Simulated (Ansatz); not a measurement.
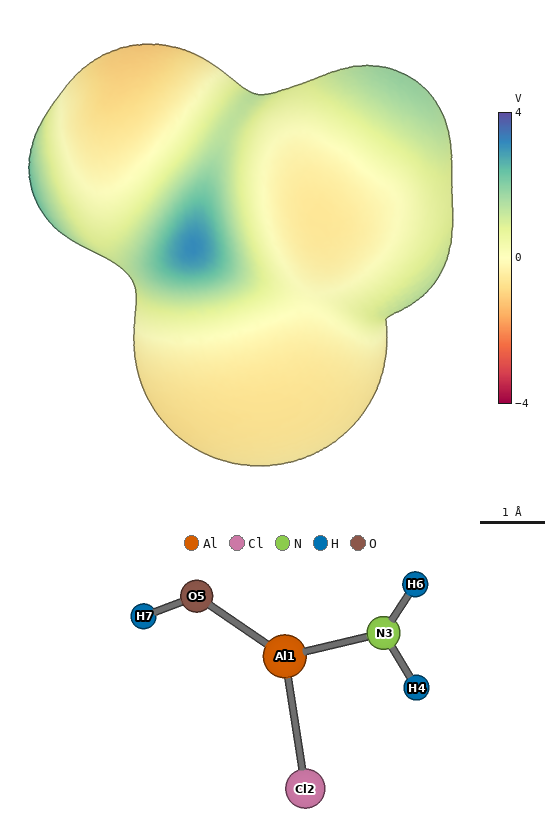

Figure. AlClH3NO. The electrostatic potential painted on the density surface at 0.002 e/bohr³, seen at a tilt; the colour scale runs from red (negative) to blue (positive). The bare structure is drawn below in the same view.

Not at a stationary point (largest force 0.9 eV/Å).

Computed with RKS revPBE/def2-SVPD in Ansatz.

The calculation's input:

```
crystal:
  periodic: [false, false, false]
  atoms:
    - { symbol: Al, position_ang: [0.1746, 0.3889, -0.0294] }
    - { symbol: Cl, position_ang: [0.1086, -1.8618, -1.3337] }
    - { symbol: "N", position_ang: [-1.3085, -0.2257, 0.6621] }
    - { symbol: H, position_ang: [-0.9451, -1.3019, -0.0402] }
    - { symbol: O, position_ang: [1.3892, 1.437, -0.3271] }
    - { symbol: H, position_ang: [-1.5748, -0.3856, 1.6214] }
    - { symbol: H, position_ang: [2.1562, 1.9492, -0.5532] }
basis:
  gaussian: { orbitals: def2-SVPD }
hamiltonian:
  xc: revpbe
relax:
  f_tol: 0.15
  max_steps: 25
  restrain:
    - { distance: [3, 1], at: 2.63, k: 30.0 }
    - { distance: [0, 1], at: 2.23, k: 30.0 }
    - { distance: [3, 2], at: 1.02, k: 30.0 }
output:
  orbitals: {}
```

Launched as:

```sh
ansatz run input.yaml --threads 2 --pin off --max-ram 3072MiB --backend cpu --events-out ev --progress --plain --runs-dir out
```

The fields are those of the run's last geometry, not of the input's.

### Which sites attract a positive test charge, and which a negative one?

A positive charge is drawn to the negative regions and a negative charge to the positive ones. The most negative region (about −1.1 V, or −25 kcal/mol for a unit charge) lies over O5, the most positive (about +3.0 V, or +69 kcal/mol for a unit charge) over Al1. O5 is the likeliest acceptor of a hydrogen bond.
